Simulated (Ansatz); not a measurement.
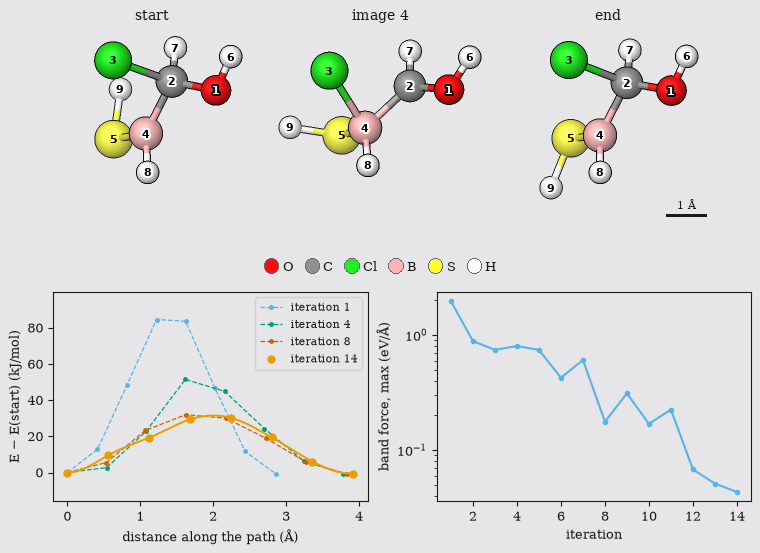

A nudged-elastic-band calculation for CH$_{4}$BClOS. Images are numbered from 0 (start) to 7 (end). The plot follows the band through its iterations. A ball-and-stick model, seen from a free direction.

These are results of RKS PBE/6-31G* (Ansatz), not measurements.

Input
```yaml
crystal:
  periodic: [false, false, false]
  atoms:
    - { symbol: O, position_ang: [1.285303, -0.183768, -1.273833] }
    - { symbol: C, position_ang: [0.592088, 0.08544, -0.119519] }
    - { symbol: Cl, position_ang: [1.203421, -0.98247, 1.360446] }
    - { symbol: B, position_ang: [-0.87921, -0.491649, -0.132392] }
    - { symbol: S, position_ang: [-2.279351, 0.30343, 0.649925] }
    - { symbol: H, position_ang: [2.175108, 0.225725, -1.212422] }
    - { symbol: H, position_ang: [0.751361, 1.106817, 0.268657] }
    - { symbol: H, position_ang: [-1.102633, -1.5222, -0.701824] }
    - { symbol: H, position_ang: [-1.657487, 1.412275, 1.143762] }
basis:
  gaussian: { orbitals: "6-31G*" }
hamiltonian:
  xc: pbe
neb:
  order_check: false
  images: 6
  f_tol: 0.05
  max_iterations: 44
  initial_path: idpp
  climbing: false
  final_atoms:
    - { symbol: O, position_ang: [1.29626625, -0.25043227, -1.3388517] }
    - { symbol: C, position_ang: [0.78394161, 0.13486236, -0.1245693] }
    - { symbol: Cl, position_ang: [1.31581947, -1.05013937, 1.29771896] }
    - { symbol: B, position_ang: [-0.76141581, -0.16434746, 0.02056563] }
    - { symbol: S, position_ang: [-1.78875925, 1.0197282, 0.8947264] }
    - { symbol: H, position_ang: [2.24732744, -0.01132603, -1.37135783] }
    - { symbol: H, position_ang: [1.17196917, 1.10177785, 0.23936428] }
    - { symbol: H, position_ang: [-1.2167676, -1.15951819, -0.46691933] }
    - { symbol: H, position_ang: [-2.95978129, 0.3329949, 0.83212289] }
```

Launched with:
```bash
ansatz run input.yaml --threads 1 --pin off --max-ram 2048MiB --backend cpu --events-out ev --progress --plain --runs-dir out
```

Did the band converge, and can the barrier be trusted?

The run is converged, with reservations. The band converged in 14 iterations. The largest component of the band force went from 2 to 0.043 eV/Å. No image climbed, so the highest image needn't lie on the saddle point, and the true maximum along this path can be higher. The first iteration put the highest image at 84.6 kJ/mol. The energy climbs by 30.2 kJ/mol to image 4 and then falls by 30.9 kJ/mol, so the end point sits at −0.7 kJ/mol.

Cost: 8.6 min on 1 thread of Intel(R) Xeon(R) Processor @ 2.50GHz (Skylake/Cascade Lake) (shared host), peak memory 0.14 GiB.
